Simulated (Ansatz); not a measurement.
Cl4H3SiTa···NH3

```xyz
13

Ta   -0.6050   -0.4497    0.2324
N     2.6987    0.0228    0.4698
H     2.9050    0.7286    1.1562
H     3.0371    0.3400   -0.4230
Cl   -0.6709   -0.0109    2.5412
Cl   -0.0483   -1.3222   -1.8774
Cl   -0.1227    1.7641   -0.3509
Cl   -2.7570   -1.2586    0.1682
Si    1.0081   -2.3150    1.0296
H     0.0564   -3.4323    1.2904
H     1.9767   -2.7622    0.0094
H     1.7169   -2.0045    2.2866
H     3.2090   -0.8309    0.7228
```

Core potentials replace the inner electrons of Ta; not at a stationary point (largest force 1.1 eV/Å).

Method: Ansatz, RHF/def2-SVP.

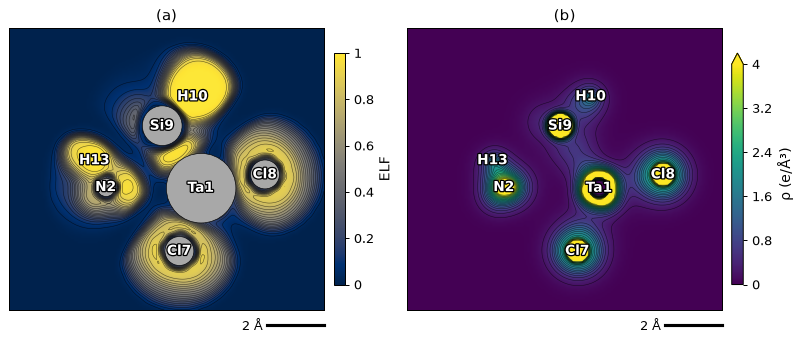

Figure 1. (a) ELF; (b) electron density on the plane of atoms Cl7, Ta1 and Cl8. Grey discs cover the atomic cores in the ELF map.

**Describe what can be read from this map.**

The section cuts through Ta, N, Cl, Si and H sites.
Si9···N2 (2.94 Å): the density falls to about 0.09 e/Å³ on the way; the ELF is about 0.05 at the midpoint.
Ta–Cl (2.30 Å): the density is about 0.67 e/Å³ at the midpoint; the ELF peaks at about 0.85 in the valence shell of Cl, 0.9 Å from its nucleus, and is about 0.40 at the midpoint.
Ta–Si (2.59 Å): the density is about 0.66 e/Å³ at the midpoint; the ELF peaks at about 1 between the atoms.
N–H (1.03 Å): ρ at the midpoint is about 2.8 e/Å³; the ELF climbs to about 1 towards the hydrogen, as it does in any bond to H; an ordinary covalent bond to hydrogen.
Ta–Cl (2.34 Å): ρ at the midpoint is about 0.62 e/Å³; the ELF peaks at about 0.85 in the valence shell of Cl, 0.8 Å from its nucleus, and is about 0.45 at the midpoint.

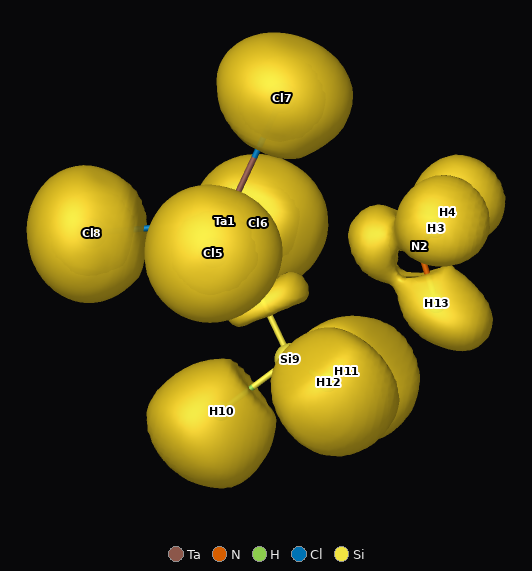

Figure 2. Isosurface of the electron localisation function at 0.8 (yellow), seen across its widest extent. Only the valence region is drawn (cores and ρ < 0.01 e/Å³ removed).

**Describe the localisation domains.**

At this value the surface marks out one region between bonded Si–Ta atoms (shared pairs), three regions around hydrogen nuclei, four regions wrapped around Cl (the valence shell of each) and one joined region spread over several atoms (H, N), in which their bonds and any lone pairs are merged.

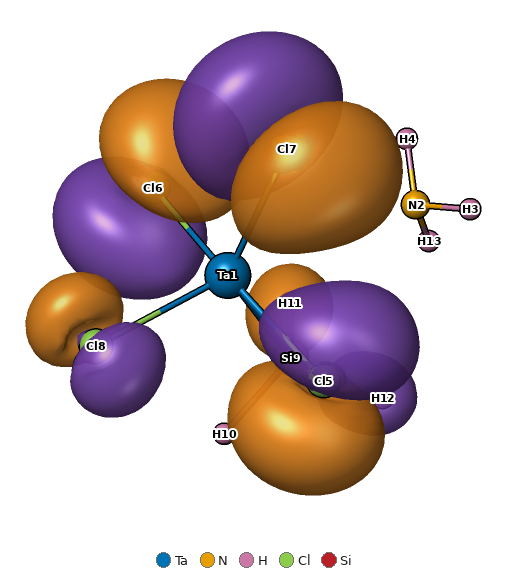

Figure 3. The HOMO−1 at ±0.06 Å⁻³ᐟ² (orange and purple are the two phases), seen at an oblique angle.

**Describe this orbital and give its energy.**

Its weight (Hirshfeld) is mainly on Cl7 (about 45 %), Cl5 (about 20 %) and Cl6 (about 20 %); largely a combination of lone pairs on Cl7, Cl5 and Cl6. Its energy is −12.14 eV.
